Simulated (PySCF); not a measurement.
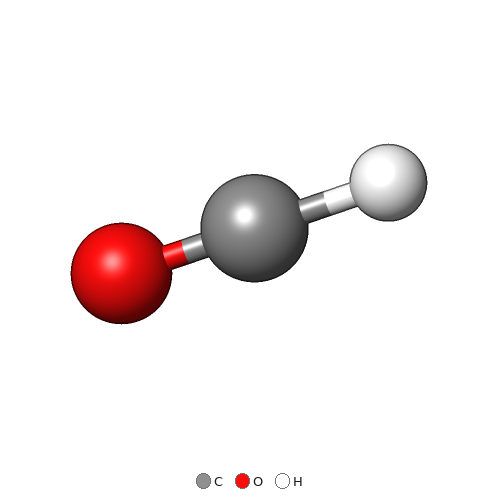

Charge +1, singlet. Computed geometry: PBE0-D3(BJ)/def2-SVP optimisation. No frequency run is at hand to confirm it as a minimum.

Give the structural formula.

SMILES: C#[O+]

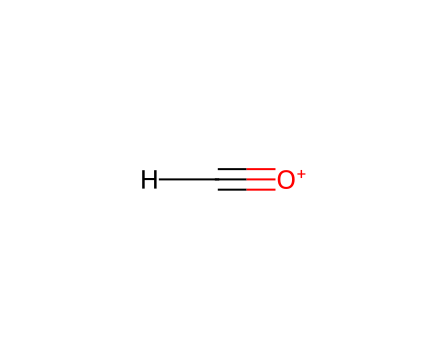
